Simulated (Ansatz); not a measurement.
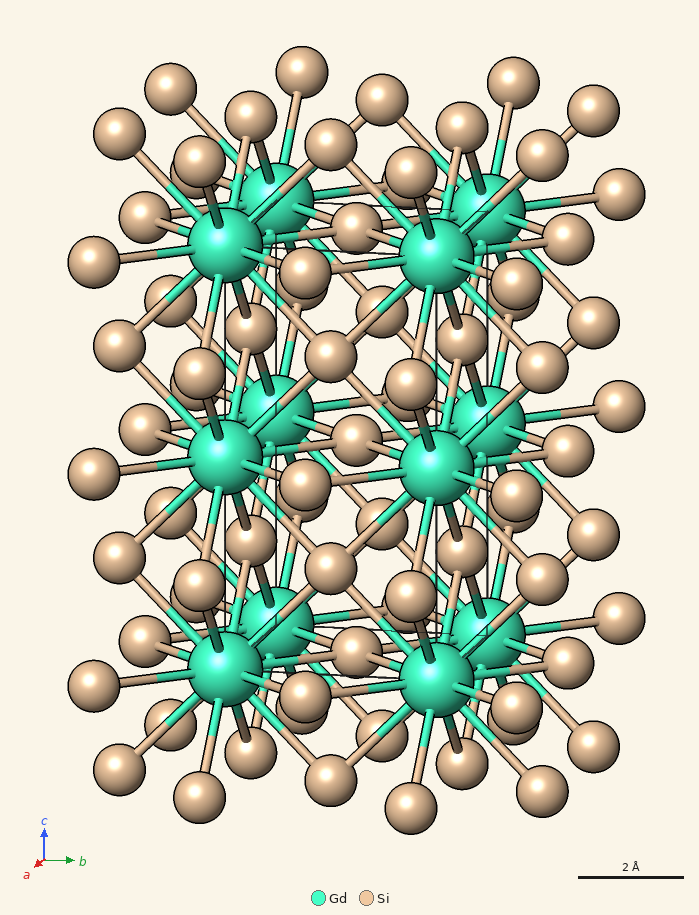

The figure gives a ball-and-stick picture of the atoms, viewed slightly off an axis. The box is the unit cell; atoms on or close to its faces, edges and corners are drawn wherever they repeat. Atoms just outside the outline that bond to atoms inside are added.

GdSi3, a = 4.168 Å, b = 4.168 Å, c = 8.312 Å, α = 90.00°, β = 90.00°, γ = 90.00°. Strictly the space group is P4/mmm (No. 123, within 0.01 Å). It is a distorted form of a primitive cubic structure, space group Pm-3m (No. 221) within 0.25 Å: Cu₃Au (L1₂) type. Its origin is a structure type filled with these elements by a generator (whether the compound takes this form wasn't checked). Earlier steps of the study may have refined or changed the cell and positions. Ansatz was used for an electronic-structure calculation on it.

This one geometry was computed with Ansatz (DFT, plane waves, PAW) at four levels of theory: PBE+U (U_eff = 7.00 eV on Gd f), PBE+U (U_eff = 6.00 eV on Gd f), PBE+U (U_eff = 5.00 eV on Gd f) and PBE+U (U_eff = 3.00 eV on Gd f).

Q: How does the band gap change with the level of theory?

A: All levels give a metal.

Q: Collect the results in a table.

A:
| level | cutoff (eV) | k-mesh of the run's cell | gap (eV) | pressure (GPa) | absolute moment (μB/atom) |
| --- | --- | --- | --- | --- | --- |
| PBE+U (U_eff = 7.00 eV on Gd f) | 420 | 8×8×4 | metal | 0.1 | 1.82 |
| PBE+U (U_eff = 6.00 eV on Gd f) | 420 | 8×8×4 | metal | 0.0 | 1.82 |
| PBE+U (U_eff = 5.00 eV on Gd f) | 420 | 8×8×4 | metal | -0.2 | 1.82 |
| PBE+U (U_eff = 3.00 eV on Gd f) | 420 | 8×8×4 | metal | -0.5 | 1.81 |

Gaps are taken on the k-mesh or band path of each run.
